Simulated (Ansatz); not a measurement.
# C2H4BO: the cost of one run

Method: RKS r2SCANh-D4/STO-3G, in Ansatz 0.2.0.

**1. The structure to begin with**

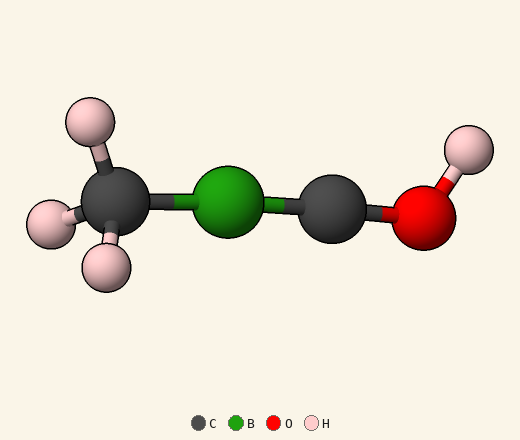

Start, viewed from a chosen angle; carbon dark grey, boron green, oxygen red, hydrogen pink.

Structure file:

```xyz
8

C     0.4402    1.3700   -0.3747
B    -0.0262   -0.0056   -0.0237
C    -0.4792   -1.2979    0.2276
O    -0.8879   -2.4404    0.4166
H     0.7336    1.9931    0.4697
H     1.3099    1.3122   -1.0458
H    -0.2853    1.9149   -0.9900
H    -0.8052   -2.8464    1.3205
```

**2. Preparing the start**

Input file input.yaml:

```yaml
crystal:
  periodic: [false, false, false]
  atoms:
    - { symbol: C, position_ang: [0.44025, 1.37003, -0.37469] }
    - { symbol: B, position_ang: [-0.02624, -0.00558, -0.02374] }
    - { symbol: C, position_ang: [-0.47918, -1.29793, 0.22756] }
    - { symbol: O, position_ang: [-0.88786, -2.44039, 0.41658] }
    - { symbol: H, position_ang: [0.7336, 1.99311, 0.4697] }
    - { symbol: H, position_ang: [1.30986, 1.31225, -1.04584] }
    - { symbol: H, position_ang: [-0.28526, 1.91492, -0.99005] }
    - { symbol: H, position_ang: [-0.80517, -2.84642, 1.32048] }
total_charge: 1
basis:
  gaussian: { orbitals: STO-3G }
hamiltonian:
  xc: r2scanh
  dispersion: d4
relax:
  f_tol: 0.02
  max_steps: 40
scf:
  lower_state_search: "off"
```

Run with:

```sh
ansatz run input.yaml --threads 1 --pin off --max-ram 2048MiB --backend cpu --events-out ev --progress --plain --runs-dir out
```

Q: Estimate wall time and peak memory on 1 thread of Arm Neoverse V2, shared host.

About 15 s, with a peak of 0.11 GiB.
